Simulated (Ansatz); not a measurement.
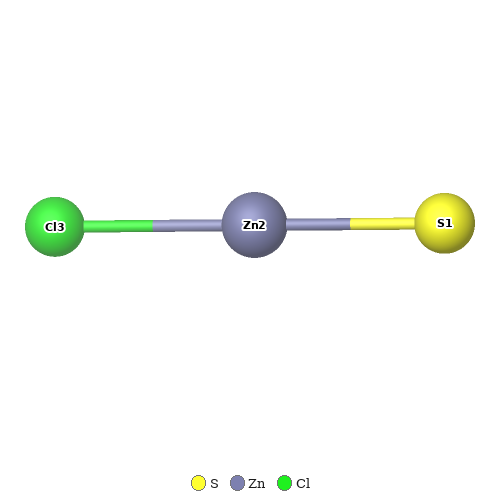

The system is ClSZn, SMILES [S-][Zn][Cl], charge −1; the picture shows the reference structure. Coordinates scanned: (1) angle S1–Zn2–Cl3 (carried through 180); (2) change of the bonds Zn2–S1, Zn2–Cl3, all alike. Nothing is relaxed (all other coordinates rigid). The scan uses an 11 × 11 grid; 113 points were computed and 8 follow by symmetry. Points are written as (first, second). Energies are in eV, from the relaxed molecule at the same level. These are results of Ansatz 0.2.0, RKS r2SCAN0-D4/def2-TZVPD, not measurements.

Its coordinates:

```xyz
3

S    -0.1956    2.2153    0.1378
Zn   -0.0160    0.1634    0.0093
Cl    0.1719   -1.9913   -0.1260
```

Range: angle S1–Zn2–Cl3 (carried through 180) from 140 to 220°; change of the bonds Zn2–S1, Zn2–Cl3, all alike from −0.233 to 0.360 Å.

Q: What will the energy surface look like?

A: The lowest grid point is at (180°, 0.004 Å), 0.00 eV from the relaxed molecule at the same level. No other kind of well shows on this grid. The highest grid point, (220°, −0.233 Å), lies 1.80 eV above the lowest. Round the minimum the two coordinates are nearly uncoupled.

| second ↓, first → | 140 | 148 | 156 | 164 | 172 | 180 | 188 | 196 | 204 | 212 | 220 |
| --- | --- | --- | --- | --- | --- | --- | --- | --- | --- | --- | --- |
| 0.360 | 1.45 | 1.35 | 1.27 | 1.22 | 1.18 | 1.17 | 1.18 | 1.22 | 1.27 | 1.35 | 1.46 |
| 0.300 | 1.19 | 1.08 | 0.99 | 0.93 | 0.89 | 0.88 | 0.89 | 0.93 | 0.99 | 1.08 | 1.19 |
| 0.241 | 0.94 | 0.83 | 0.73 | 0.67 | 0.63 | 0.62 | 0.63 | 0.67 | 0.74 | 0.83 | 0.94 |
| 0.182 | 0.73 | 0.61 | 0.51 | 0.44 | 0.40 | 0.38 | 0.40 | 0.44 | 0.51 | 0.61 | 0.73 |
| 0.123 | 0.57 | 0.43 | 0.33 | 0.25 | 0.21 | 0.19 | 0.21 | 0.25 | 0.33 | 0.43 | 0.57 |
| 0.063 | 0.46 | 0.31 | 0.20 | 0.12 | 0.07 | 0.05 | 0.07 | 0.12 | 0.20 | 0.31 | 0.46 |
| 0.004 | 0.44 | 0.28 | 0.16 | 0.07 | 0.02 | 0.00 | 0.02 | 0.07 | 0.16 | 0.28 | 0.44 |
| −0.055 | 0.52 | 0.35 | 0.22 | 0.13 | 0.07 | 0.05 | 0.07 | 0.13 | 0.22 | 0.35 | 0.52 |
| −0.114 | 0.75 | 0.56 | 0.42 | 0.32 | 0.25 | 0.23 | 0.25 | 0.32 | 0.42 | 0.56 | 0.75 |
| −0.173 | 1.15 | 0.95 | 0.79 | 0.68 | 0.62 | 0.59 | 0.62 | 0.68 | 0.79 | 0.95 | 1.15 |
| −0.233 | 1.79 | 1.58 | 1.41 | 1.29 | 1.21 | 1.19 | 1.21 | 1.29 | 1.41 | 1.58 | 1.80 |

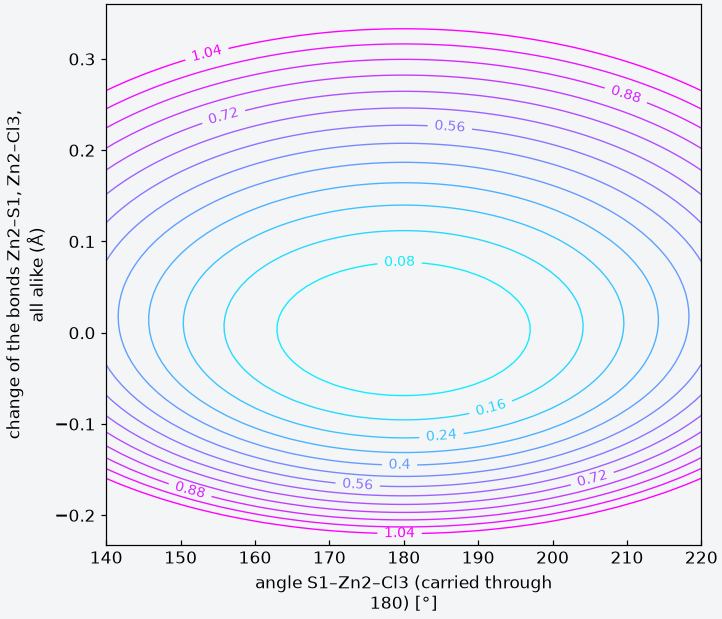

Drawn: contour lines labelled in eV (none above 1.04). Between grid points the surface is interpolated.

Each point was launched as `ansatz run input.yaml --threads 1 --pin off --max-ram 2560MiB --backend cpu --events-out ev --progress --plain --runs-dir out`. Time for the 113 points that were run: 40 min on 1 thread of Arm Neoverse N1 (shared host).
